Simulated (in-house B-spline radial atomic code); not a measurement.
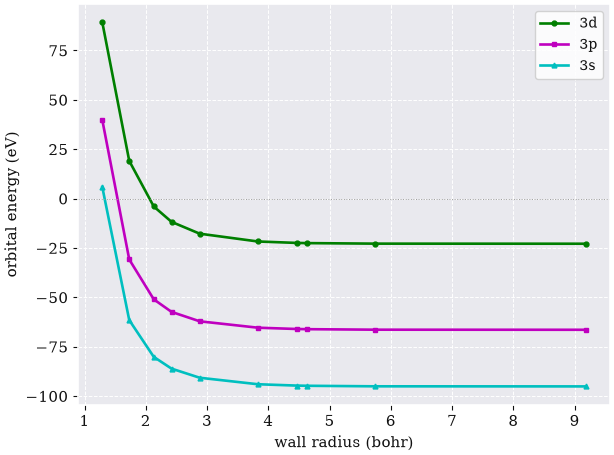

System: the chromium ion Cr²⁺, configuration [Ar] 3d4. It is put inside a hard spherical wall of varying radius. All numbers are computed, not measured: scalar-relativistic (spin-free one-electron X2C) PBE, spherical fractional occupations, Fermi nucleus, hard spherical wall, basis-set limit (an in-house B-spline radial code). The runs are spin-unpolarised. The plot shows the outer orbital energies.

### How do the levels move, and do any cross?

The levels rise as the wall closes in: 3d goes from −22.9 eV at 9.18 bohr to 89.3 eV at 1.29 bohr and passes zero between 2.13 and 1.73 bohr. No two of the levels drawn cross. The fastest to rise is 3d (by 112.1 eV), the slowest 3s (by 101.0 eV): the wall presses hardest on the most extended orbitals.
